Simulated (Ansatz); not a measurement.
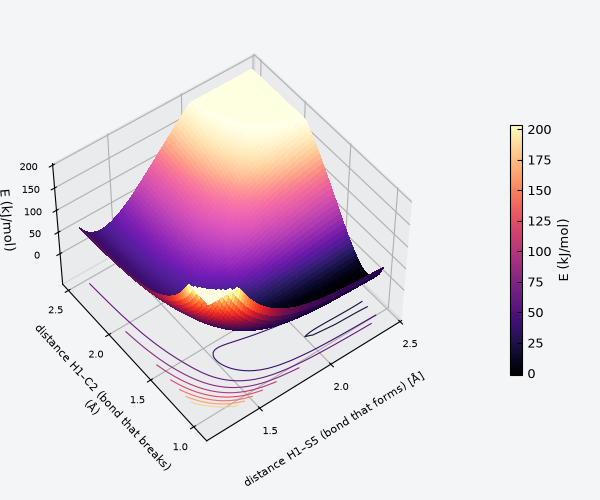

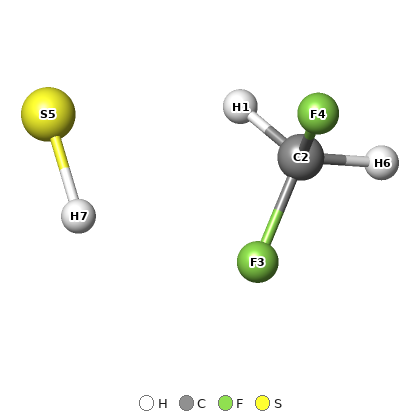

Energy landscape of the reacting system CH₃F₂S (fragments CH₂F₂ + HS where the first distance is long, H₂S + CHF₂ where the second is long), spin multiplicity 2. First axis: distance H1–S5 (bond that forms). Second axis: distance H1–C2 (bond that breaks). Relaxed at each point: all other coordinates. Grid: 8 × 8 points. Points are written as (first, second). Energies: kJ/mol, counted from the lowest grid point. These are results of UKS PBE-D4/def2-SVP (Ansatz), not measurements.

In the figure: a relief with its contours projected below, any walls above the top of the colour scale cut off. Between grid points the surface is interpolated. The second picture is the structure at the lowest point.

**Summarise what can be read from the map.**

The lowest grid point is at (2.424 Å, 1.095 Å). It lies in a valley that leaves the map towards separated partners. The energy also falls towards the edge at (1.329 Å, 2.463 Å) (36 kJ/mol above the lowest), where a further well may lie outside the range. The highest grid point, (1.224 Å, 0.963 Å), lies 383 kJ/mol above the lowest.

The input of one point:

```yaml
crystal:
  periodic: [false, false, false]
  atoms:
    - { symbol: H, position_ang: [0.067053, 0.067847, 0.661011] }
    - { symbol: C, position_ang: [-0.792178, -0.376037, 0.147481] }
    - { symbol: F, position_ang: [-0.596946, -0.348858, -1.198493] }
    - { symbol: F, position_ang: [-1.846248, 0.391334, 0.510487] }
    - { symbol: S, position_ang: [2.310553, 0.911379, 0.29916] }
    - { symbol: H, position_ang: [-0.894863, -1.422126, 0.520513] }
    - { symbol: H, position_ang: [1.752627, 0.776461, -0.940256] }
magnetization:
  spin_polarized: true
  initial_magnetization: 1
basis:
  gaussian: { orbitals: def2-SVP }
hamiltonian:
  xc: pbe
  dispersion: d4
output:
  forces: true
relax:
  f_tol: 0.015
  max_steps: 60
  escape_saddle: false
  constraints: [{ distance: [0, 4] }, { distance: [0, 1] }]
```

The whole map (64 points run) took 21 min on 1 thread of Intel(R) Xeon(R) 6975P-C (Granite Rapids), with other jobs on the host.
